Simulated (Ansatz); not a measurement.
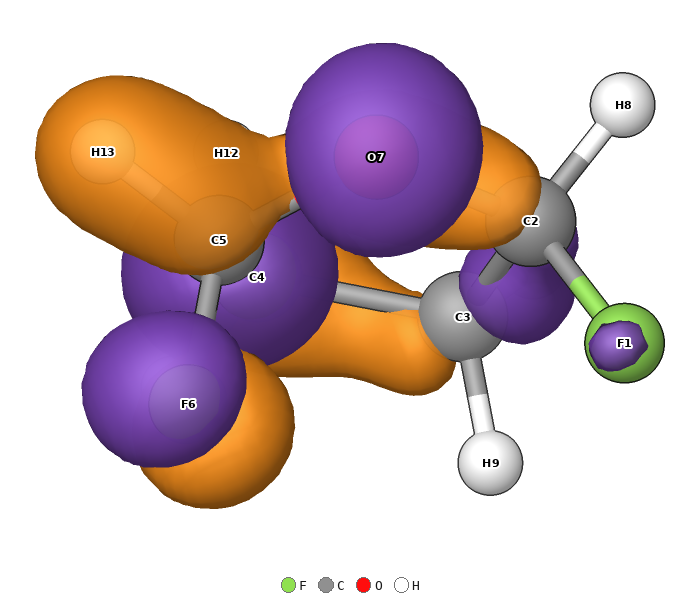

Figure 1: C$_{4}$H$_{6}$F$_{2}$O. The HOMO−1 at ±0.15 Å⁻³ᐟ² (orange and purple are the two phases), seen from one side.

Geometry: PBE0-D4/def2-TZVP.

The calculation used RKS PBE0-D4/def2-TZVPP (Ansatz).

The calculation's input:

```
crystal:
  periodic: [false, false, false]
  atoms:
    - {symbol: F, position_ang: [-1.612072, 1.641658, 0.368029]}
    - {symbol: C, position_ang: [-1.246306, 0.319711, 0.299988]}
    - {symbol: C, position_ang: [-0.447764, 0.055085, -0.974425]}
    - {symbol: C, position_ang: [0.838425, -0.591512, -0.466966]}
    - {symbol: C, position_ang: [0.900590, -0.088878, 0.958601]}
    - {symbol: F, position_ang: [1.498312, 1.154351, 0.989491]}
    - {symbol: O, position_ang: [-0.417223, 0.005958, 1.377952]}
    - {symbol: H, position_ang: [-2.167212, -0.257416, 0.407603]}
    - {symbol: H, position_ang: [-0.253486, 1.013736, -1.455959]}
    - {symbol: H, position_ang: [-0.997065, -0.573363, -1.674109]}
    - {symbol: H, position_ang: [1.728165, -0.316353, -1.031441]}
    - {symbol: H, position_ang: [0.757754, -1.680477, -0.453653]}
    - {symbol: H, position_ang: [1.438183, -0.717402, 1.669790]}
basis:
  gaussian: {orbitals: def2-TZVPP}
hamiltonian: {xc: pbe0, dispersion: d4}
output: {orbitals: {seedname: orbitals}}
```

Launched as:

```sh
ansatz run in.yaml --threads 4 --pin off --events-out ev --progress --plain --max-ram 11315MiB
```

Q: Where does this orbital lie, and at what energy?

A: By Hirshfeld shares it lies mainly on O7 (about 25 %), F6 (about 20 %), C4 (about 20 %) and C5 (about 15 %). Its energy is −9.52 eV.
